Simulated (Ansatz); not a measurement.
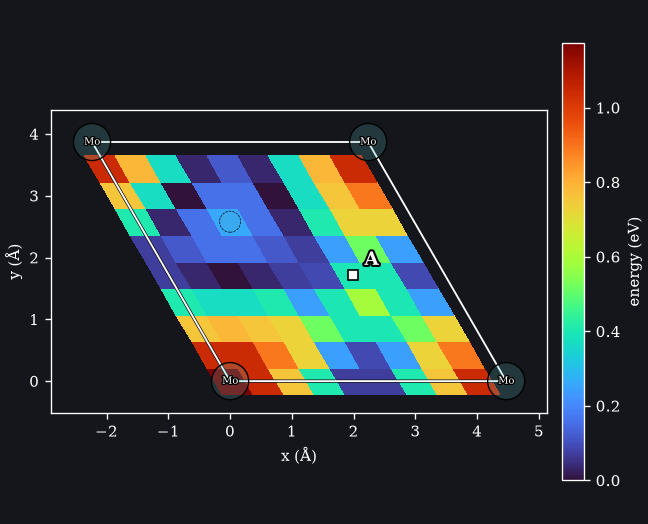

H on a Mo(111) slab cut from the Im-3m phase, its upper half relaxed before the scan (6 atoms of substrate and one adsorbate in a 1 × 1 cell). 
- H is moved over the surface cell; relaxed at each place: the height of the adsorbate's atoms; substrate rigid; the origin of the map has the adsorbate above Mo6.
- Places are given modulo a cell vector. The map is drawn in real space over the plane of the surface.
- Grid: 9 × 9 points; 19 points were computed and 62 follow by symmetry.
- Energies are in eV, from the lowest grid point.
- The relaxed height changes by up to 1.0 Å between neighbouring points. With one adsorbate in each 1 × 1 cell, its nearest image is 4.5 Å away, so neighbouring adsorbates interact.
- Computed with DFT PBE, scalar-relativistic, plane waves, PAW (Ansatz 0.2.0). Settings: cutoff 420 eV, k-mesh 6×6×1, gaussian smearing 0.1 eV, no spin polarisation.

The picture shows one coloured cell a grid point, labelled circles for the atoms of the top layer and small ones for the second layer, the outline of one cell of the plane, the point A.

### Is A at rest? If not, where is it pushed?

A, at (6/9, 4/9) of the cell vectors, is not a stationary point. The computed force is 0.66 eV/Å in the plane, pointing up and left in the picture (components −0.48 and 0.45 eV/Å).

PAW datasets: the set soft_1.
